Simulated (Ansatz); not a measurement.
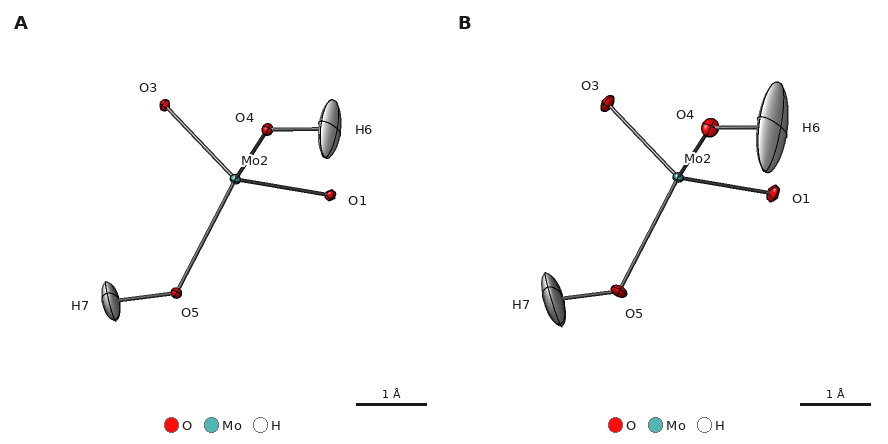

Displacement ellipsoids at the 50 % level, from the internal vibrations of the free molecule (harmonic, no overall translation or rotation; no half-axis is drawn under 0.075 Å). Charge 0, singlet. Vibrations computed with RKS PBE0-D4/def2-TZVP, core potentials on Mo (Ansatz 0.2.0). One panel is for 200 K, the other for 600 K.

**Which panel is for 600 K?**

B.

**How much does the mean-square displacement of H7 grow, and why?**

U_eq goes from 0.0406 to 0.0897 Å², a factor of 2.2. Modes below kT (417 cm⁻¹ at 600 K) grow about in proportion to T, and the lowest lies at 206 cm⁻¹; the mean-square amplitude of a mode is its zero-point value times coth(ħω/2kT), which comes close to 1 only above about 3kT.
